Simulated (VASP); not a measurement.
Band structure of SnSe$_{2}$ (1T layered). Level of theory: r2SCAN meta-GGA, VASP's PBE PAW potentials (set 64) (plane waves; VASP).

The path is coarsely sampled, so an indirect gap can come out somewhat too large. Unless said otherwise, spin-orbit coupling is left out, though it shifts the bands of the heavy elements here.

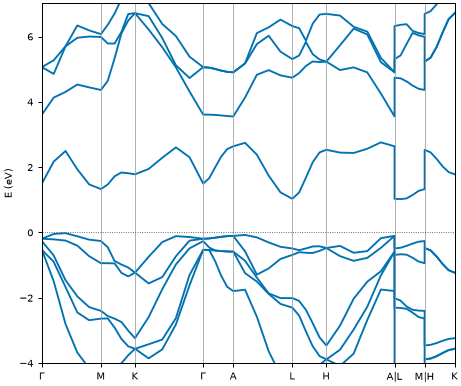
Bands along high-symmetry lines, zero at the valence-band maximum or, without a gap, the Fermi level

**Question.** Read the plot: is there a gap, and where are the band edges?

**Answer.** The gap is indirect, 1.02 eV, from the valence maximum at (0.12, 0.00, 0.25) to the conduction minimum at L-M at 0.20.

The compound is SnSe2 in the 1T layered structure. It was relaxed first, which changed the volume by +8 %.
